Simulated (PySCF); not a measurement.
Mean static polarisability of neutral fluorine ([He] 2s² 2p⁵). Finite fields; PySCF, aug-cc-pVQZ-DK, spin-free X2C-1e, unrestricted single determinants, no spin-orbit coupling. 2 core electrons frozen.

By method:

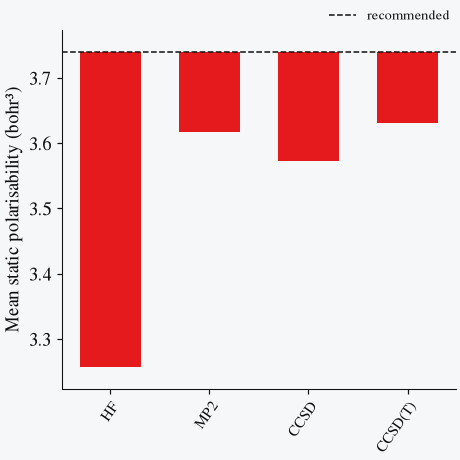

```
 Method  Mean static polarisability (bohr³)
     HF                               3.257
    MP2                               3.618
   CCSD                               3.573
CCSD(T)                               3.631
```

The values run from 3.257 bohr³ (HF) to 3.631 bohr³ (CCSD(T)). The recommended value is 3.740 ± 0.08 bohr³; nearest to it come CCSD(T) (−0.109) and MP2 (−0.122), furthest HF (−0.483 bohr³).
